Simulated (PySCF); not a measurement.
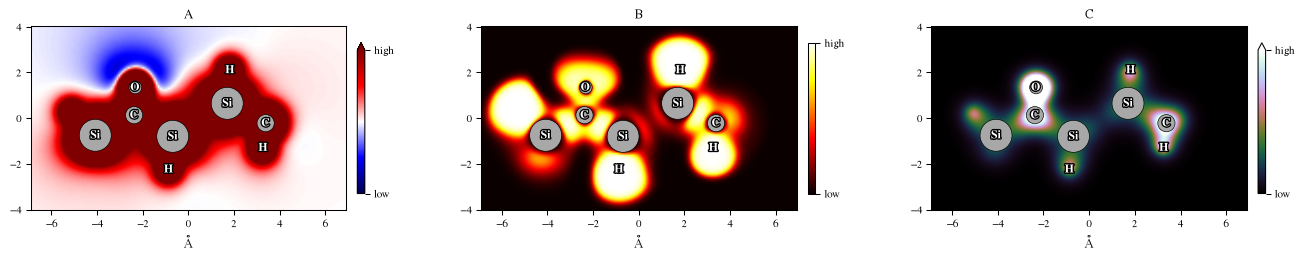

C4H11FOSi3: 3 fields on the plane of atoms Si2, C1 and H11, with unlabelled colour scales. Grey discs cover the atomic cores.

Geometry: GFN2-xTB.

The calculation used PBE0/pcSseg-1, SCF density, gas phase, non-relativistic in PySCF 2.14.0.

Q: Match the panels to the quantities (electron density, electron localisation function and electrostatic potential).

A: Panel A: electrostatic potential (strongly positive close to the atoms, with negative regions outside electron-rich atoms). Panel B: electron localisation function. Panel C: electron density. From the grid: C–O (1.22 Å): ρ at the midpoint is about 3.2 e/Å³; the ELF peaks at about 0.85 between the atoms; a multiple bond. C–Si (1.89 Å): ρ is about 0.92 e/Å³ halfway; the ELF peaks at about 0.95 between the atoms (a shared electron pair).
